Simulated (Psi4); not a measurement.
**triplet SiH2Br2: levels of theory compared**

Wanted: a comparison of 4 runs (UB3LYP/def2-SVP, UBHLYP/def2-SVP, UCAM-B3LYP/def2-SVP, UPBE0/def2-SVP) of triplet SiH2Br2. 

The results are computed with Psi4 1.11.

2 further runs of the same task are left out: 2 that didn't finish.

## (1) Starting point

The species is SiH2Br2 (5 atoms), meant as a triplet with charge 0. As SMILES of the parent species, `Br[SiH2]Br`. Geometry: relaxed at PBE0-D4/def2-TZVP. That shape belongs to the parent species and isn't relaxed for this state.

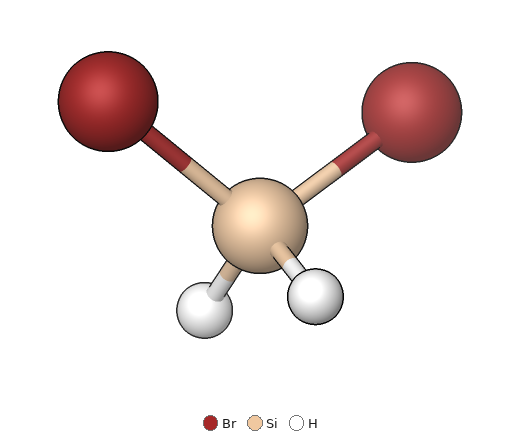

The structure, seen from a chosen angle (bromine red, silicon light orange, hydrogen white).

## (2) Energy and forces at UB3LYP/def2-SVP (run 1)

Input file br2h2si.xyz:

```xyz
5
Br2H2Si
Br    -1.672690    -1.239290     0.362310
Si     0.158230    -0.046290     0.054680
Br    -0.295570     1.814160    -1.042010
H      1.103430    -0.843230    -0.751710
H      0.706590     0.314640     1.376730
```

Input file br2h2si.py:

```python
import psi4

psi4.set_memory(2200000000)
psi4.set_num_threads(1)
psi4.set_output_file('output.dat', False)

with open('br2h2si.xyz') as f:
    atoms = ''.join(f.readlines()[2:])
molecule = psi4.geometry('0 3\n' + atoms + 'symmetry c1')

psi4.set_options({
    'reference': 'uks',
    'puream': True,
    'e_convergence': 1e-09,
    'd_convergence': 1e-08,
    'scf_type': 'pk',
    'dft_radial_points': 99,
    'dft_spherical_points': 590,
    'maxiter': 100,
})

e_tot, wfn = psi4.gradient("b3lyp/def2-SVP", molecule=molecule, return_wfn=True)
psi4.oeprop(wfn, "MULLIKEN_CHARGES", "MAYER_INDICES", "LOWDIN_CHARGES")
print('gradient / Eh bohr^-1')
print(e_tot.np.round(6))
print(f'energy = {wfn.energy():.10f} Eh')
for k, v in sorted(psi4.core.scalar_variables().items()):
    print(f'{k:45s} {v:18.10f}')
```

Run with:

```sh
$ python br2h2si.py
```

output.dat:

```text
[...]
  Running in c1 symmetry.
[...]
  Nuclear repulsion =  448.279262821226382
[...]
  Multiplicity = 3
[...]
  Nalpha       = 44
  Nbeta        = 42
[...]
    Number of basis functions: 92
[...]
   @UKS iter   1: -5437.65993887023251   -2.18005e+00   2.04836e-02 ADIIS/DIIS
[...]
   @UKS iter  13: -5438.21429866777544   -3.18323e-11   9.11628e-09 DIIS
[...]
   @S^2 Observed:                2.002746125E+00
[...]
  @UKS Final Energy: -5438.21429866777544
   => Energetics <=
    Nuclear Repulsion Energy =            448.2792628212263821
    One-Electron Energy =               -8460.7088525738145108
    Two-Electron Energy =                2738.6183307702426646
    DFT Exchange-Correlation Energy =    -164.4030396854299738
    Empirical Dispersion Energy =           0.0000000000000000
    VV10 Nonlocal Energy =                  0.0000000000000000
    Total Energy =                      -5438.2142986677745284
[...]
 Multipole Moments:
 ------------------------------------------------------------------------------------
     Multipole            Electronic (a.u.)      Nuclear  (a.u.)        Total (a.u.)
 ------------------------------------------------------------------------------------
 L = 1.  Multiply by 2.5417464519 to convert [e a0] to [Debye]
 Dipole X            :         -6.1875172            6.4150284            0.2275111
 Dipole Y            :          1.8069108           -1.8737448           -0.0668340
 Dipole Z            :         -2.1365758            2.2153550            0.0787793
 Magnitude           :                                                    0.2498685
[...]
  -Total Gradient:
     Atom            X                  Y                   Z
    ------   -----------------  -----------------  -----------------
       1        0.056655230333     0.061835370405    -0.023075732842
       2       -0.023534342052     0.006788393210    -0.008080335895
       3       -0.005846085455    -0.076582017626     0.040570323648
       4       -0.014587985206     0.006714476274     0.000308323427
       5       -0.012715265914     0.001252068231    -0.009732392768
[...]
```

The script printed:

```text
gradient / Eh bohr^-1
[[ 0.056655  0.061835 -0.023076]
 [-0.023534  0.006788 -0.00808 ]
 [-0.005846 -0.076582  0.04057 ]
 [-0.014588  0.006714  0.000308]
 [-0.012715  0.001252 -0.009732]]
energy = -5438.2142986678 Eh
CURRENT ENERGY                                  -5438.2142986678
CURRENT REFERENCE ENERGY                        -5438.2142986678
DD SOLVATION ENERGY                                 0.0000000000
DFT FUNCTIONAL TOTAL ENERGY                     -5438.2142986678
DFT TOTAL ENERGY                                -5438.2142986678
DFT VV10 ENERGY                                     0.0000000000
DFT XC ENERGY                                    -164.4030396854
GRID ELECTRONS ALPHA                               44.0000003666
GRID ELECTRONS BETA                                42.0000003632
GRID ELECTRONS TOTAL                               86.0000007298
NUCLEAR REPULSION ENERGY                          448.2792628212
ONE-ELECTRON ENERGY                             -8460.7088525738
PCM POLARIZATION ENERGY                             0.0000000000
PE ENERGY                                           0.0000000000
SCF ITERATION ENERGY                            -5438.2142986678
SCF ITERATIONS                                     13.0000000000
SCF TOTAL ENERGY                                -5438.2142986678
TWO-ELECTRON ENERGY                              2738.6183307702
XC GRID RADIAL POINTS                              99.0000000000
XC GRID SPHERICAL POINTS                          590.0000000000
XC GRID TOTAL POINTS                           272269.0000000000
```

Run time: 62 s. Hardware: 1 thread of AMD EPYC (Zen 3), shared host; peak memory 0.84 GiB.

## (3) The energy at UBHLYP/def2-SVP (run 2)

Input file br2h2si.json:

```json
{
 "schema_name": "qcschema_input",
 "schema_version": 1,
 "molecule": {
  "schema_name": "qcschema_molecule",
  "schema_version": 2,
  "symbols": ["Br", "Si", "Br", "H", "H"],
  "geometry": [-3.16092599, -2.34191869, 0.68466667, 0.29901136, -0.08747542, 0.10333022, -0.55854635, 3.42826555, -1.96911352, 2.0851805, -1.59347376, -1.42052603, 1.33526158, 0.59458343, 2.60164265],
  "molecular_charge": 0,
  "molecular_multiplicity": 3,
  "fix_symmetry": "c1",
  "fix_com": true,
  "fix_orientation": true
 },
 "driver": "energy",
 "model": {
  "method": "bhhlyp",
  "basis": "def2-SVP"
 },
 "keywords": {
  "reference": "uks",
  "puream": true,
  "e_convergence": 1e-09,
  "d_convergence": 1e-08,
  "scf_type": "pk",
  "dft_radial_points": 99,
  "dft_spherical_points": 590,
  "maxiter": 100
 }
}
```

Run with:

```sh
$ psi4 --qcschema br2h2si.json -n 1 --memory 2200MB
```

stdout:

```text
[...]
  Running in c1 symmetry.
[...]
  Nuclear repulsion =  448.279263033293944
[...]
  Multiplicity = 3
[...]
  Nalpha       = 44
  Nbeta        = 42
[...]
    Number of basis functions: 92
[...]
   @UKS iter   1: -5437.61631808131551   -2.45867e+00   1.88207e-02 DIIS/ADIIS
[...]
   @UKS iter  18: -5438.10052988501411    2.81943e-11   7.13552e-09 DIIS
[...]
   @S^2 Observed:                2.006587764E+00
[...]
    Orbital Energies [Eh]
    ---------------------
    Alpha Occupied:
       1A   -485.556143     2A   -485.556032     3A    -67.142496
       4A    -63.506384     5A    -63.506274     6A    -57.163461
       7A    -57.163346     8A    -57.161858     9A    -57.161750
      10A    -57.160174    11A    -57.160064    12A     -9.149551
      13A     -9.149439    14A     -6.898089    15A     -6.897965
      16A     -6.894250    17A     -6.894144    18A     -6.888060
      19A     -6.887953    20A     -5.630668    21A     -3.896849
      22A     -3.895428    23A     -3.891853    24A     -2.871876
      25A     -2.871759    26A     -2.871252    27A     -2.871138
      28A     -2.866444    29A     -2.866328    30A     -2.864222
      31A     -2.864119    32A     -2.863140    33A     -2.863034
      34A     -0.918526    35A     -0.898268    36A     -0.629922
[...]
  @UKS Final Energy: -5438.10052988501411
   => Energetics <=
    Nuclear Repulsion Energy =            448.2792630332939439
    One-Electron Energy =               -8461.3352304111740523
    Two-Electron Energy =                2679.2057340045107594
    DFT Exchange-Correlation Energy =    -104.2502965116457148
    Empirical Dispersion Energy =           0.0000000000000000
    VV10 Nonlocal Energy =                  0.0000000000000000
    Total Energy =                      -5438.1005298850141116
[...]
 Multipole Moments:
 ------------------------------------------------------------------------------------
     Multipole            Electronic (a.u.)      Nuclear  (a.u.)        Total (a.u.)
 ------------------------------------------------------------------------------------
 L = 1.  Multiply by 2.5417464519 to convert [e a0] to [Debye]
 Dipole X            :        122.8265912         -122.5749308            0.2516604
 Dipole Y            :        -35.8709344           35.7985939           -0.0723405
 Dipole Z            :         42.4141780          -42.3279000            0.0862779
 Magnitude           :                                                    0.2756991
[...]
```

The result, in JSON:

```text
{
 "driver": "energy",
 "model": {
  "method": "bhhlyp",
  "basis": "def2-SVP"
 },
 "success": true,
 "return_result": -5438.100529885014,
 "properties": {
  "calcinfo_nbasis": 92,
  "calcinfo_nmo": 92,
  "calcinfo_nalpha": 44,
  "calcinfo_nbeta": 42,
  "calcinfo_natom": 5,
  "nuclear_repulsion_energy": 448.27926303329394,
  "return_energy": -5438.100529885014,
  "scf_one_electron_energy": -8461.335230411174,
  "scf_two_electron_energy": 2679.2057340045108,
  "scf_xc_energy": -104.25029651164571,
  "scf_dipole_moment": [0.2516604087272327, -0.07234054563611636, 0.08627790910181687],
  "scf_total_energy": -5438.100529885014,
  "scf_iterations": 18
 }
}
```

Wall time 50 s (1 thread of AMD EPYC (Zen 3), shared host); peak memory 0.84 GiB.

Run 3 isn't shown in full; the table further down has it.

## (4) The energy at UPBE0/def2-SVP (run 4)

Input file input.inp:

```
memory 2200 MB

molecule molecule1 {
  0 3
  Br    -1.672690    -1.239290     0.362310
  Si     0.158230    -0.046290     0.054680
  Br    -0.295570     1.814160    -1.042010
  H      1.103430    -0.843230    -0.751710
  H      0.706590     0.314640     1.376730
  symmetry c1
  no_reorient
  no_com
}

set {
  reference uks
  puream true
  e_convergence 1e-09
  d_convergence 1e-08
  scf_type pk
  dft_radial_points 99
  dft_spherical_points 590
  maxiter 100
}

result = energy("pbe0/def2-SVP")
```

Run with:

```sh
$ psi4 input.inp input.out -n 1
```

input.out:

```text
[...]
  Running in c1 symmetry.
[...]
  Nuclear repulsion =  448.279262821226382
[...]
  Multiplicity = 3
[...]
  Nalpha       = 44
  Nbeta        = 42
[...]
    Number of basis functions: 92
[...]
   @UKS iter   1: -5436.88825170603286   -2.22838e+00   2.01161e-02 DIIS/ADIIS
[...]
   @UKS iter  17: -5437.42145782935040   -1.78261e-10   8.65738e-09 DIIS
[...]
   @S^2 Observed:                2.003173693E+00
[...]
    Orbital Energies [Eh]
    ---------------------
    Alpha Occupied:
       1A   -483.211637     2A   -483.211578     3A    -66.253530
       4A    -62.645547     5A    -62.645488     6A    -56.434801
       7A    -56.434737     8A    -56.433499     9A    -56.433443
      10A    -56.431683    11A    -56.431624    12A     -8.792875
      13A     -8.792812    14A     -6.603259    15A     -6.603181
      16A     -6.600496    17A     -6.600443    18A     -6.593896
      19A     -6.593837    20A     -5.354057    21A     -3.692765
      22A     -3.689426    23A     -3.687281    24A     -2.690367
      25A     -2.690299    26A     -2.689967    27A     -2.689903
      28A     -2.684878    29A     -2.684806    30A     -2.683184
      31A     -2.683133    32A     -2.681953    33A     -2.681895
      34A     -0.834759    35A     -0.815375    36A     -0.569694
[...]
  @UKS Final Energy: -5437.42145782935040
   => Energetics <=
    Nuclear Repulsion Energy =            448.2792628212263821
    One-Electron Energy =               -8460.8884344193902507
    Two-Electron Energy =                2728.7953734882789831
    DFT Exchange-Correlation Energy =    -153.6076597194649480
    Empirical Dispersion Energy =           0.0000000000000000
    VV10 Nonlocal Energy =                  0.0000000000000000
    Total Energy =                      -5437.4214578293494924
[...]
 Multipole Moments:
 ------------------------------------------------------------------------------------
     Multipole            Electronic (a.u.)      Nuclear  (a.u.)        Total (a.u.)
 ------------------------------------------------------------------------------------
 L = 1.  Multiply by 2.5417464519 to convert [e a0] to [Debye]
 Dipole X            :        122.8343608         -122.5749308            0.2594300
 Dipole Y            :        -35.8754115           35.7985938           -0.0768177
 Dipole Z            :         42.4180619          -42.3278999            0.0901620
 Magnitude           :                                                    0.2851913
[...]
```

It took 56 s on 1 thread of AMD EPYC (Zen 3), shared host; peak memory 0.84 GiB.

## (5) The series

```tsv
run	level	task	properties	energy (Eh)	dipole moment (D)	HOMO energy (eV)	⟨S²⟩	wall time
1	UB3LYP/def2-SVP	gradient	(mulliken, mayer, lowdin)	-5438.214299	0.64	-1.89	2.003	62 s
2	UBHLYP/def2-SVP	energy	–	-5438.100530	0.70	-2.82	2.007	50 s
3	UCAM-B3LYP/def2-SVP	energy	–	-5438.375666	0.74	-3.15	2.005	81 s
4	UPBE0/def2-SVP	energy	–	-5437.421458	0.72	-2.17	2.003	56 s
```

## (6) Outcome

```
                                 quantity           value
                      run 4: total energy  -5437.42146 Eh
                     run 4: dipole moment          0.72 D
run 4: HOMO energy (highest over α and β)        -2.17 eV
                              run 4: ⟨S²⟩           2.003
```

What this shows: The dipole moment (its size) runs from 0.64 D (UB3LYP/def2-SVP) to 0.74 D (UCAM-B3LYP/def2-SVP). Totals of different functionals can't be ranked against each other. All runs together took 4.2 min, the longest 81 s.
